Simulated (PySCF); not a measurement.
# PmH3(NH3): other functionals and bases at one geometry

Aim: see how levels, charges and forces of PmH3(NH3) depend on the level of theory. The species was built from a template and needn't be a known compound.

Computed with PySCF 2.14.0. Level: several levels, as the steps say, no spin–orbit coupling.

1 further run of the same task is left out (for a known fault of the program).

## 1. The starting structure

8 atoms, charge 0, spin multiplicity 1.

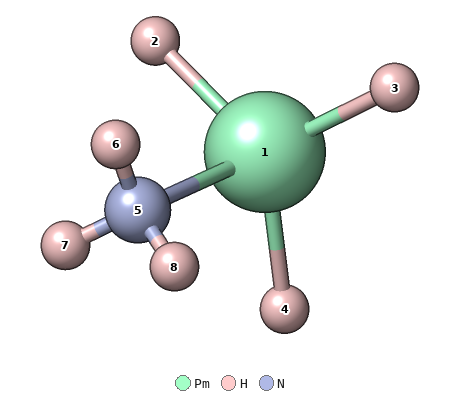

The structure; promethium light green, hydrogen pink, nitrogen light blue; atoms are numbered from 1 in the order of the file.

As a file:

```mol
H6NPm
  3D, bonds by distance, orders not assigned

  8  7  0  0  0  0  0  0  0  0999 V2000
    0.2549   -0.2549    0.2549 Pm  0  0
    1.2575    1.2828    1.2575 H   0  0
   -1.2828   -1.2575    1.2575 H   0  0
    1.2575   -1.2575   -1.2828 H   0  0
   -1.2351    1.2351   -1.2351 N   0  0
   -1.8464    1.8464   -0.6892 H   0  0
   -0.6892    1.8464   -1.8464 H   0  0
   -1.8464    0.6892   -1.8464 H   0  0
  1  2  8  0
  1  3  8  0
  1  4  8  0
  1  5  8  0
  5  6  8  0
  5  7  8  0
  5  8  8  0
M  END
```

Formal oxidation states: Pm +3. Each metal's 4 4f electrons lie in its core potential, so multiplicities, spins and levels count the valence alone. An earlier session relaxed this geometry at PBE0, Pm lcecp-1-SVP with ECP50, H def2-SVP, N def2-SVP (singlet, point group C3v).

At PBE0 on the finer grid: E = -92.293597 Eh, HOMO -6.12 eV, LUMO -0.61 eV, Mulliken charge on Pm1 +0.59 e, largest force component 0.002 eV/Å. 

Levels to run: r2SCAN; HF; PBE0, TZVP. Hardware: 2 threads of Intel Xeon at 2.50GHz (Skylake/Cascade Lake), shared host.

## 2. r2SCAN

Contents of run.py (the lines that set the calculation):

```python
mol = gto.M(atom='''
Pm     0.25493    -0.25493     0.25493
H      1.25746     1.28278     1.25746
H     -1.28278    -1.25746     1.25746
H      1.25746    -1.25746    -1.28278
N     -1.23512     1.23512    -1.23512
H     -1.84642     1.84642    -0.68920
H     -0.68920     1.84642    -1.84642
H     -1.84642     0.68920    -1.84642''',
    basis={'Pm': 'lcecp-1-SVP', 'H': 'def2-SVP', 'N': 'def2-SVP'},
    ecp={'Pm': 'lcecp-1-SVP'},
    charge=0, spin=0)
mf = dft.RKS(mol, xc='R2SCAN')
mf.grids.atom_grid = (75, 302)  # f atoms: unpruned, at least (60, 302)
mf = mf.density_fit()  # fitting sets: Pm AutoAux, H def2-universal-JKFIT, N def2-universal-JKFIT
mf.conv_tol = 1e-08; mf.max_cycle = 55
mf.kernel(dm0)  # dm0: the density of the relaxed state
```

Run with:

```
$ OMP_NUM_THREADS=2 python run.py
```

## 3. HF

Changes to run.py (the lines that set the calculation) since step 2:

```diff
@@ -12,4 +12,3 @@
     charge=0, spin=0)
-mf = dft.RKS(mol, xc='R2SCAN')
-mf.grids.atom_grid = (75, 302)  # f atoms: unpruned, at least (60, 302)
+mf = scf.RHF(mol)
 mf = mf.density_fit()  # fitting sets: Pm AutoAux, H def2-universal-JKFIT, N def2-universal-JKFIT
```

## 4. PBE0, TZVP

Basis: Pm lcecp-1-TZVP with ECP50, H def2-TZVP, N def2-TZVP. 

Contents of run.py (the lines that set the calculation):

```python
mol = gto.M(atom='''
Pm     0.25493    -0.25493     0.25493
H      1.25746     1.28278     1.25746
H     -1.28278    -1.25746     1.25746
H      1.25746    -1.25746    -1.28278
N     -1.23512     1.23512    -1.23512
H     -1.84642     1.84642    -0.68920
H     -0.68920     1.84642    -1.84642
H     -1.84642     0.68920    -1.84642''',
    basis={'Pm': 'lcecp-1-TZVP', 'H': 'def2-TZVP', 'N': 'def2-TZVP'},
    ecp={'Pm': 'lcecp-1-TZVP'},
    charge=0, spin=0)
mf = dft.RKS(mol, xc='PBE0')
mf.grids.atom_grid = (75, 302)  # f atoms: unpruned, at least (60, 302)
mf = mf.density_fit()  # fitting sets: Pm AutoAux, H def2-universal-JKFIT, N def2-universal-JKFIT
mf.conv_tol = 1e-08; mf.max_cycle = 55
mf.kernel(dm0)  # dm0: free metal ions and neutral atoms
```

What does the calculation give? Wanted: for each run, HOMO; gap; charge on Pm1; dipole; largest force.

As calculated:

| level | state | HOMO (eV) | gap (eV) | charge on Pm1 (e) | dipole (D) | largest force (eV/Å) | basis functions | time |
| --- | --- | --- | --- | --- | --- | --- | --- | --- |
| PBE0 (relaxed here) | singlet | -6.12 | 5.51 | 0.59 | 5.75 | 0.00 | 77 | 25 s |
| r2SCAN | singlet | -5.20 | 4.01 | 0.58 | 5.72 | 0.06 | 77 | 15 s |
| HF | singlet | -9.05 | 10.73 | 1.00 | 5.90 | 0.58 | 77 | 3.5 s |
| PBE0, TZVP | singlet | -6.16 | 5.45 | 0.78 | 5.64 | 0.22 | 114 | 27 s |

Times are on 2 threads of Intel Xeon at 2.50GHz (Skylake/Cascade Lake), shared host; the first row also made further properties.

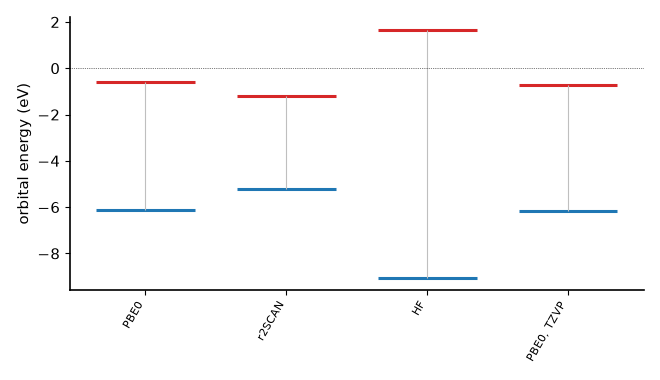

Highest filled and lowest empty level, method by method.

In one basis the HOMO–LUMO gap runs from 4.01 eV (r2SCAN) to 10.73 eV (HF). The largest leftover force, 0.58 eV/Å with HF, stands at a geometry relaxed at another level. The Mulliken charge on Pm spans +0.58 to +1.00 e over the levels. With 4f in the core, its levels are missing from HOMO and gap. Total energies of different levels can't be compared. Spin–orbit coupling is left out throughout.
